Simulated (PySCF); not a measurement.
Input

```
{"job": {"kind": "uv", "xc": "B3LYP", "basis": "def2-SVPD", "nstates": 8, "ntriplets": 3}, "charge": 0, "multiplicity": 1}
C      3.128807     1.115575    -0.078993
C      2.335538     0.156018     0.358042
C      1.108217    -0.316285    -0.352957
C     -0.153725    -0.072111     0.480840
C     -1.405032    -0.565340    -0.235523
Ge    -3.058037    -0.209765     0.779691
H      2.938234     1.626769    -1.008942
H      4.003059     1.430206     0.465168
H      2.545430    -0.340975     1.296897
H      1.014982     0.197757    -1.312080
H      1.197333    -1.389368    -0.549126
H     -0.244601     0.998509     0.684033
H     -0.055647    -0.581921     1.443346
H     -1.321748    -1.637882    -0.425410
H     -1.483582    -0.079661    -1.211027
H     -3.299176     1.257006     0.938328
H     -4.256656    -0.787325     0.096105
H     -3.002157    -0.794889     2.154355
```

Command:

```sh
OMP_NUM_THREADS=1 python probes_run.py task.json out
```

Geometry: GFN2-xTB.

Level of theory: B3LYP/def2-SVPD, SCF density, gas phase (PySCF).

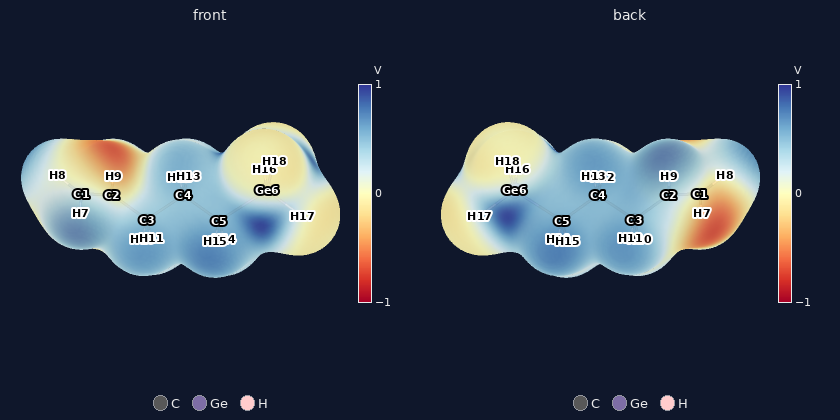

C5H12Ge. The molecular electrostatic potential painted on the density surface at 0.002 e/bohr³, seen from the front and from behind; red is negative and blue positive.

### Describe the electrostatic potential map.

The most negative region (about −0.6 V) lies over the π face of C1 and C2, the most positive (about +0.9 V) over Ge6.
